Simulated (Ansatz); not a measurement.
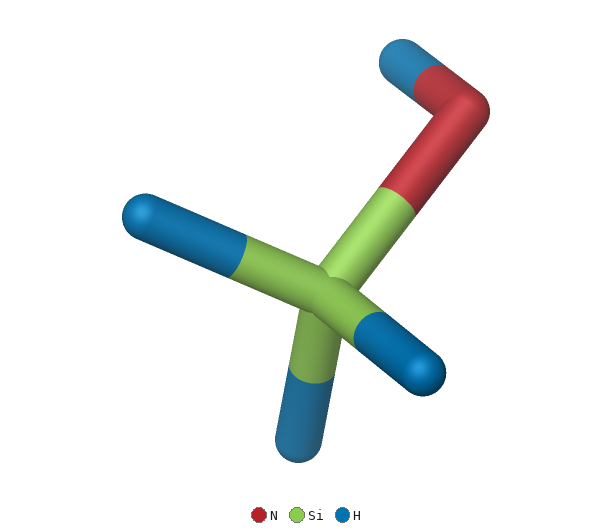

Charge 0, doublet. Geometry: atoms displaced at random (about 0.02 Å) from a stationary point of PBE0-D4. Program: Ansatz 0.2.0.

At this fixed geometry, give dipole (D) at these levels: PBE-D4/def2-TZVPP; PBE0-D4/def2-TZVPP; UHF-CCSD(T) (frozen core)/def2-TZVPP; r2SCAN-D4/def2-TZVPP; ωB97M-V/def2-TZVPP.

| level | dipole (D) |
| --- | --- |
| PBE-D4/def2-TZVPP | 1.54 |
| PBE0-D4/def2-TZVPP | 1.55 |
| UHF-CCSD(T) (frozen core)/def2-TZVPP | 1.53 |
| r2SCAN-D4/def2-TZVPP | 1.54 |
| ωB97M-V/def2-TZVPP | 1.57 |
